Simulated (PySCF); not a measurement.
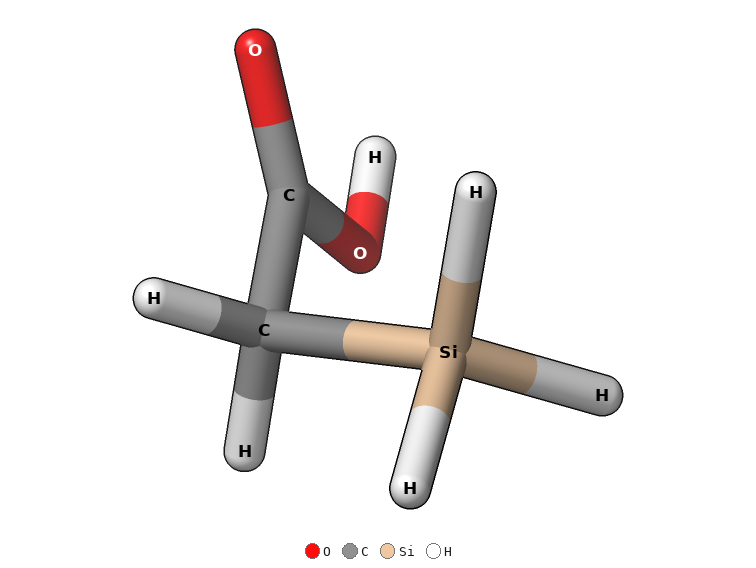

The geometry was computed by an optimisation with PBE0-D3(BJ)/def2-SVP. No frequency run is at hand to confirm it as a minimum. Properties computed with EOM-CCSD/aug-cc-pVDZ, gas phase (PySCF 2.14.0).

What does the calculation give?

The species is C₂H₆O₂Si (`O=C(O)C[SiH3]`).
- T1 diagnostic: 0.015

The run may have ended in an electronic state that isn't the lowest.
